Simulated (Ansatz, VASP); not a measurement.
## Ag (Ag(110)): VASP beside Ansatz

Aim: how closely do two programs agree when they are given the same cell, functional and k mesh?

Method: plane waves, with VASP 6.6.1 beside it; band structure at LDA, in Ansatz 0.2.0.

## 1. The structure

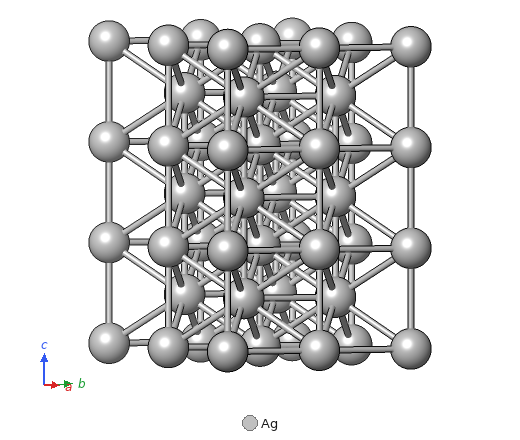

Start, viewed from the side, with the c axis up; silver light grey. 2×2×1 cells are drawn. Some periodic images of atoms are drawn too.

The cell holds 7 atoms: 7 Ag. Its edges and angles: a = 4.090 Å, b = 2.892 Å, c = 26.676 Å, α = 90.0°, β = 90.0°, γ = 90.0°. Vacuum lies along c.

As a file:

```cif
data_structure
_symmetry_space_group_name_H-M 'P 1'
_symmetry_Int_Tables_number 1
_cell_length_a 4.0900
_cell_length_b 2.8921
_cell_length_c 26.6762
_cell_angle_alpha 90.000
_cell_angle_beta 90.000
_cell_angle_gamma 90.000
_cell_volume 315.54
loop_
_atom_site_label
_atom_site_type_symbol
_atom_site_fract_x
_atom_site_fract_y
_atom_site_fract_z
_atom_site_occupancy
Ag1 Ag 0.00000 0.00000 0.33738 1
Ag2 Ag 0.50000 0.50000 0.39159 1
Ag3 Ag 0.00000 0.00000 0.44579 1
Ag4 Ag 0.50000 0.50000 0.50000 1
Ag5 Ag 0.00000 0.00000 0.55421 1
Ag6 Ag 0.50000 0.50000 0.60841 1
Ag7 Ag 0.00000 0.00000 0.66262 1
```

## 2. VASP: band structure, LDA

Levels along a path test the potential and the projectors away from the mesh points.

Lines of VASP's logs that name or quote its potential files are left out, and so is its time.

INCAR reads:

```
SYSTEM = Ag
PREC = Normal
ENCUT = 300
EDIFF = 1E-06
NELM = 120
ISMEAR = -1
SIGMA = 0.1
LREAL = .FALSE.
ALGO = Fast
GGA = CA
NBANDS = 58
LORBIT = 11
LWAVE = .FALSE.
LCHARG = .TRUE.
IDIPOL = 3
LDIPOL = .TRUE.
DIPOL = 0.5 0.5 0.5
LVHAR = .TRUE.
LVACPOTAV = .TRUE.
LELF = .TRUE.
NEDOS = 1500
```

POSCAR reads:

```
Ag
1.0
    4.0900000000      0.0000000000      0.0000000000
    0.0000000000      2.8920667351      0.0000000000
    0.0000000000      0.0000000000     26.6762002052
Ag
7
Direct
    0.0000000000      0.0000000000      0.3373793843
    0.5000000000      0.5000000000      0.3915862562
    0.0000000000      0.0000000000      0.4457931281
    0.5000000000      0.5000000000      0.5000000000
    0.0000000000      0.0000000000      0.5542068719
    0.5000000000      0.5000000000      0.6084137438
    0.0000000000      0.0000000000      0.6626206157
```

KPOINTS reads:

```
Automatic mesh
0
Gamma
10 14 1
0 0 0
```

KPOINTS_OPT reads:

```
Line mode
14
Line-mode
Reciprocal
  0.00000000   0.00000000   0.00000000 GAMMA
 -0.50000000   0.00000000   0.00000000 X

 -0.50000000   0.00000000   0.00000000 X
 -0.50000000  -0.50000000   0.00000000 S

 -0.50000000  -0.50000000   0.00000000 S
  0.00000000  -0.50000000   0.00000000 Y

  0.00000000  -0.50000000   0.00000000 Y
  0.00000000   0.00000000   0.00000000 GAMMA

  0.00000000   0.00000000   0.00000000 GAMMA
 -0.50000000  -0.50000000   0.00000000 S
```

PAW data sets: Ag (LDA family, release 64).

The run is started by

```console
$ mpirun -np 2 vasp_std
```

Numbers of over 12 decimals in the logs are rounded to 6 here.

Log:

```text
[banner, memory and clock lines left out]
running    2 mpi-ranks, on    1 nodes
 distrk:  each k-point on    2 cores,    1 groups
 distr:  one band on    1 cores,    2 groups

 POSCAR found type information on POSCAR Ag
 POSCAR found :  1 types and       7 ions
 LDA part: xc-table for (Slater(with rela. corr.)+CA(PZ))
 , standard interpolation
 POSCAR, INCAR and KPOINTS ok, starting setup
 FFT: planning ... GRIDC
 FFT: planning ... GRID_SOFT
 FFT: planning ... GRID
 WAVECAR not read
 entering main loop
       N       E                     dE             d eps       ncg     rms          rms(c)
DAV:   1     0.338491832879E+03    0.33849E+03   -0.26505E+04  5960   0.738E+02
DAV:   2    -0.172709747151E+02   -0.35576E+03   -0.33843E+03  6114   0.210E+02
DAV:   3    -0.261004969743E+02   -0.88295E+01   -0.87499E+01  6400   0.350E+01
DAV:   4    -0.261811945608E+02   -0.80698E-01   -0.80679E-01  6784   0.336E+00
DAV:   5    -0.261826337962E+02   -0.14392E-02   -0.14392E-02  6580   0.419E-01    0.127E+01
RMM:   6    -0.244029685168E+02    0.17797E+01   -0.54102E+00  5595   0.102E+01    0.821E+00
RMM:   7    -0.243357954720E+02    0.67173E-01   -0.19404E-01  6143   0.144E+00    0.435E+00
RMM:   8    -0.243148316575E+02    0.20964E-01   -0.23900E-02  6192   0.641E-01    0.380E-01
RMM:   9    -0.243121859453E+02    0.26457E-02   -0.51167E-03  6365   0.297E-01    0.108E-01
RMM:  10    -0.243122200636E+02   -0.34118E-04   -0.60060E-04  6522   0.939E-02    0.655E-02
RMM:  11    -0.243123047185E+02   -0.84655E-04   -0.14018E-04  6740   0.456E-02    0.299E-02
RMM:  12    -0.243124348751E+02   -0.13016E-03   -0.59855E-05  6775   0.283E-02    0.115E-02
RMM:  13    -0.243125327356E+02   -0.97861E-04   -0.15612E-05  6730   0.132E-02    0.916E-03
RMM:  14    -0.243127300666E+02   -0.19733E-03   -0.27624E-05  6934   0.123E-02    0.835E-03
RMM:  15    -0.243127815903E+02   -0.51524E-04   -0.29400E-06  5339   0.535E-03    0.486E-03
RMM:  16    -0.243128578389E+02   -0.76249E-04   -0.28401E-06  5414   0.521E-03    0.189E-03
RMM:  17    -0.243128795263E+02   -0.21687E-04   -0.62604E-07  5116   0.248E-03    0.128E-03
RMM:  18    -0.243128903400E+02   -0.10814E-04   -0.42733E-07  5055   0.184E-03    0.891E-04
RMM:  19    -0.243128926493E+02   -0.23093E-05   -0.80149E-08  3405   0.796E-04    0.658E-04
RMM:  20    -0.243128944658E+02   -0.18165E-05   -0.53413E-08  3325   0.789E-04    0.198E-04
RMM:  21    -0.243128963548E+02   -0.18890E-05   -0.30046E-08  3323   0.766E-04    0.254E-04
RMM:  22    -0.243128974280E+02   -0.10732E-05   -0.69162E-09  2850   0.617E-04    0.134E-04
RMM:  23    -0.243128978194E+02   -0.39147E-06   -0.20924E-09  2689   0.604E-04
|                                                                             |
|           W    W    AA    RRRRR   N    N  II  N    N   GGGG   !!!           |
|           W    W   A  A   R    R  NN   N  II  NN   N  G    G  !!!           |
|           W    W  A    A  R    R  N N  N  II  N N  N  G       !!!           |
|           W WW W  AAAAAA  RRRRR   N  N N  II  N  N N  G  GGG   !            |
|           WW  WW  A    A  R   R   N   NN  II  N   NN  G    G                |
|           W    W  A    A  R    R  N    N  II  N    N   GGGG   !!!           |
|                                                                             |
|     Did not find any points to average over, which means that no vacuum     |
|     field-free region was found. Please increase the size of  your cell     |
|     in the dimension of the dipole correction to obtain accurate            |
|     workfunction values.                                                    |
|                                                                             |

   1 F= -.24312898E+02 E0= -.24279721E+02  d E =-.663546E-01
 Start KPOINTS_OPT (optional k-point list driver)
k-point batch [1-48\70]
       N       E                     dE             ncg
DAV:   1     0.260952134157E+04   -0.74035E+05     6096
DAV:   2    -0.136068976126E+05   -0.16216E+05     6222
DAV:   3    -0.139964613684E+05   -0.38956E+03     6396
DAV:   4    -0.140001591205E+05   -0.36978E+01     7132
DAV:   5    -0.140002089102E+05   -0.49790E-01     6464
DAV:   6    -0.140002110078E+05   -0.20976E-02     7416
DAV:   7    -0.140002110557E+05   -0.47837E-04     5594
DAV:   8    -0.140002110578E+05   -0.21156E-05     4194
DAV:   9    -0.140002110581E+05   -0.34533E-06     3700
k-point batch [49-70\70]
       N       E                     dE             ncg
DAV:   1     0.588713043650E+05   -0.19072E+05     2776
DAV:   2     0.511610235034E+05   -0.77103E+04     2822
DAV:   3     0.509893930722E+05   -0.17163E+03     2932
DAV:   4     0.509878086302E+05   -0.15844E+01     3254
DAV:   5     0.509877880798E+05   -0.20550E-01     3036
DAV:   6     0.509877871984E+05   -0.88141E-03     3344
DAV:   7     0.509877871737E+05   -0.24660E-04     2698
DAV:   8     0.509877871727E+05   -0.10231E-05     1914
DAV:   9     0.509877871725E+05   -0.19401E-06     1720
```

Parts of OUTCAR (step 2):

```text
ion  position               nearest neighbor table
   1  0.000  0.000  0.337-   3 2.89   2 2.89   2 2.89   2 2.89   2 2.89
   2  0.500  0.500  0.392-   4 2.89   3 2.89   1 2.89   1 2.89   3 2.89   1 2.89   3 2.89   1 2.89
                             3 2.89
   3  0.000  0.000  0.446-   1 2.89   5 2.89   4 2.89   2 2.89   2 2.89   4 2.89   2 2.89   4 2.89
                             2 2.89   4 2.89
   4  0.500  0.500  0.500-   2 2.89   6 2.89   5 2.89   3 2.89   3 2.89   5 2.89   3 2.89   5 2.89
                             3 2.89   5 2.89
   5  0.000  0.000  0.554-   3 2.89   7 2.89   6 2.89   4 2.89   4 2.89   6 2.89   4 2.89   6 2.89
                             4 2.89   6 2.89
   6  0.500  0.500  0.608-   4 2.89   5 2.89   7 2.89   5 2.89   7 2.89   5 2.89   7 2.89   5 2.89
                             7 2.89
   7  0.000  0.000  0.663-   5 2.89   6 2.89   6 2.89   6 2.89   6 2.89

  LATTYP: Found a simple orthorhombic cell.
 ALAT       =     2.8920667351
 B/A-ratio  =     1.4142135624
 C/A-ratio  =     9.2239227683

 Subroutine GETGRP returns: Found  8 space group operations
 (whereof  8 operations were pure point group operations)

The static configuration has the point symmetry D_2h.

 Found     48 irreducible k-points:

   k-points           NKPTS =     48   k-points in BZ     NKDIM =     48   number of bands    NBANDS=     58

   dimension x,y,z NGX =    18 NGY =   12 NGZ =  120
   dimension x,y,z NGXF=    36 NGYF=   24 NGZF=  240

   ENCUT  =  300.0 eV  22.05 Ry    4.70 a.u.   5.78  4.08 37.67*2*pi/ulx,y,z

   NELECT =      77.0000    total number of electrons

 k-points in reciprocal lattice and weights: Automatic mesh
   0.00000000  0.00000000  0.00000000       0.007
   0.10000000  0.00000000  0.00000000       0.014
   0.20000000  0.00000000  0.00000000       0.014
   0.30000000  0.00000000  0.00000000       0.014
   0.40000000  0.00000000  0.00000000       0.014
   0.50000000  0.00000000  0.00000000       0.007
   0.00000000  0.07142857  0.00000000       0.014
   0.10000000  0.07142857  0.00000000       0.029
   0.20000000  0.07142857  0.00000000       0.029
[...]
0.40000000  0.50000000  0.00000000       0.014
   0.50000000  0.50000000  0.00000000       0.007

 dipolmoment           0.000000      0.000000     -0.000000 electrons x Angstroem

 average (electrostatic) potential at core
       1 -78.6491       2 -78.9969       3 -79.0305       4 -79.0731       5 -79.0305
       6 -78.9969       7 -78.6491

 E-fermi :   0.2812

 k-point     1 :       0.0000    0.0000    0.0000
  band No.  band energies     occupation
    ...
     35      -2.6618      2.00000
     36      -2.5641      2.00000
     37      -2.4716      2.00000
     38      -2.4495      2.00000
     39      -1.0866      2.00000
     40       0.7078      0.02771
     41       2.4657      0.00000
     42       2.6546      0.00000
     43       4.1047      0.00000
     44       4.3298      0.00000
    ...

 k-point     2 :       0.1000    0.0000    0.0000
  band No.  band energies     occupation
    ...
     35      -2.7178      2.00000
     36      -2.5487      2.00000
     37      -2.4886      2.00000
     38      -2.4831      2.00000
     39      -1.0456      2.00000
     40       0.7701      0.01495
     41       1.7853      0.00000
     42       2.7110      0.00000
     43       3.2816      0.00000
     44       4.3909      0.00000
    ...

 k-point     3 :       0.2000    0.0000    0.0000
  band No.  band energies     occupation
    ...
     35      -2.6618      2.00000
     36      -2.5825      2.00000
     37      -2.5413      2.00000
     38      -2.5128      2.00000
     39      -0.9101      1.99999
     40       0.4316      0.36375
     41       0.9852      0.00175
     42       1.8324      0.00000
     43       2.8104      0.00000
     44       3.3841      0.00000
    ...

  Total       -7.6752336     -7.2918498     -5.6683961     -0.0000000      0.0000000      0.0000000
  in kB      -38.9714530    -37.0247992    -28.7816170     -0.0000000      0.0000000      0.0000000
  external PRESSURE =     -34.9259564 kB  Pullay stress =       0.0000000 kB

  energy-cutoff  :      300.00
  volume of cell :      315.54
      direct lattice vectors                 reciprocal lattice vectors
     4.090000000  0.000000000  0.000000000     0.244498778  0.000000000  0.000000000
     0.000000000  2.892066735  0.000000000     0.000000000  0.345773487  0.000000000
     0.000000000  0.000000000 26.676200205     0.000000000  0.000000000  0.037486598

 POSITION                                       TOTAL-FORCE (eV/Angst)
 -----------------------------------------------------------------------------------
      0.00000      0.00000      9.00000        -0.000000     -0.000000      0.741321
      2.04500      1.44603     10.44603        -0.000000     -0.000000     -0.157544
      0.00000      0.00000     11.89207         0.000000     -0.000000     -0.018039
      2.04500      1.44603     13.33810        -0.000000     -0.000000      0.000000
      0.00000      0.00000     14.78413         0.000000     -0.000000      0.018039
      2.04500      1.44603     16.23017        -0.000000     -0.000000      0.157544
      0.00000      0.00000     17.67620         0.000000      0.000000     -0.741321
 -----------------------------------------------------------------------------------
    total drift:                                0.000000     -0.000000      0.000000

  FREE ENERGIE OF THE ION-ELECTRON SYSTEM (eV)
  ---------------------------------------------------
  free  energy   TOTEN  =       -24.3128978194 eV

  energy  without entropy=      -24.2465432616  energy(sigma->0) =      -24.27972054

 vacuum level on the upper side and lower side of the slab         4.812         4.812

 total charge
# of ion       s       p       d       tot
------------------------------------------
    1        0.425   0.169   9.179   9.773
    2        0.419   0.279   9.132   9.831
    3        0.422   0.296   9.139   9.857
    4        0.420   0.305   9.129   9.854
    5        0.422   0.296   9.139   9.857
    6        0.419   0.279   9.132   9.831
    7        0.425   0.169   9.179   9.773
--------------------------------------------------
tot          2.952   1.793  64.029  68.775

[... 3 further parts left out ...]
```

(Continued in part 2 of 2.)

[Lines on the potential files, build, host, timing and source positions are cut from VASP's logs without a mark.]

[Logs are printed without paths, hosts, clocks, repeated set-up lines and the standing remarks that a program may print on its own settings, such as how far it seeks lower states.]

[Hosts, paths, dates, database ids (printed as entryN), source tags and the programs' standing remarks are cut or masked in the printed files.]
